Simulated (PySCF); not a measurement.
# BeTl (doublet): what the fields show

```xyz
2

Be    0.0000    0.0000   -2.4924
Tl    0.0000    0.0000    0.1096
```

Core potentials replace the inner electrons of Tl.

The calculation used PBE0/cc-pVDZ(-PP), non-relativistic Hamiltonian with scalar-relativistic core potentials where named, at a bond length of 2.602 Å in PySCF.

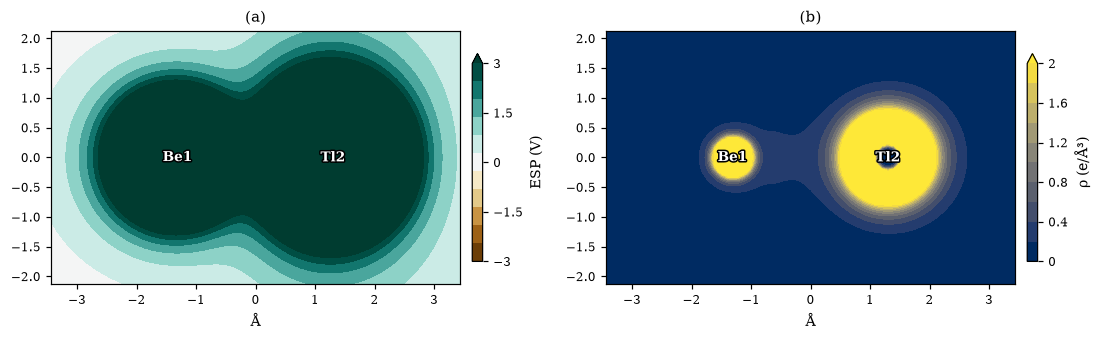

Figure 1. (a) molecular electrostatic potential; (b) electron density on a plane that holds the molecular axis.

Q: What does the map show?

A: The section cuts through Be and Tl sites. Be–Tl (2.60 Å): the density is about 0.29 e/Å³ at the midpoint, with its minimum of 0.23 e/Å³ about 1.0 Å from Be. The potential has no marked negative region in this plane.

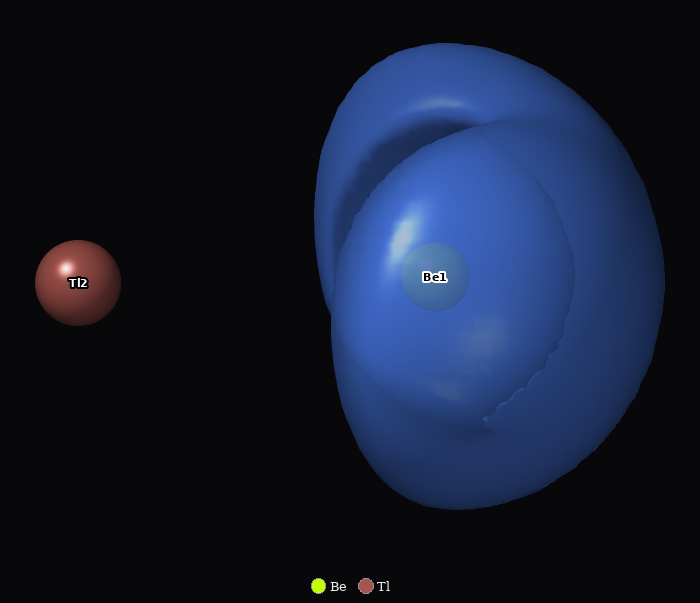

Figure 2. Isosurface of the ELF at 0.9 (blue), seen from one side. Core shells and regions of very low density are left out.

Q: What do the ELF domains correspond to?

A: The ELF exceeds this value in one region wrapped around Be (its valence shell). Along the contacts the grid gives the following. Be–Tl (2.60 Å): the ELF is about 0.30 at the midpoint.

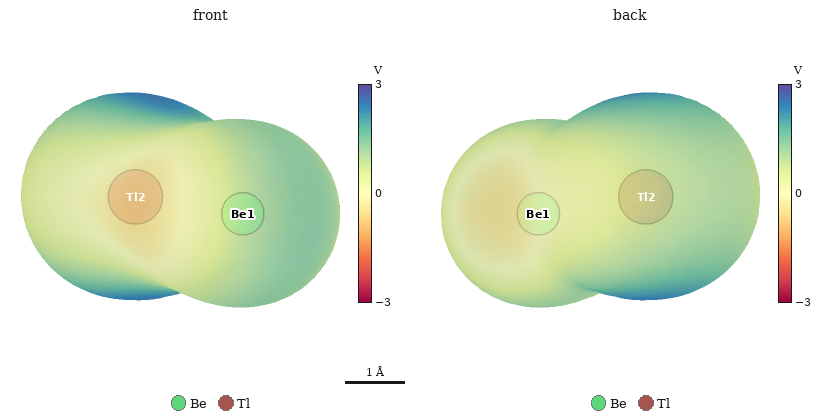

Figure 3. The electrostatic potential painted on the density surface at 0.004 e/bohr³, seen from the front and from behind; red is negative and blue positive.

Q: Where is the surface potential most negative and most positive?

A: The most negative region (about −0.5 V) lies over Be1, the most positive (about +2.5 V) over Tl2.
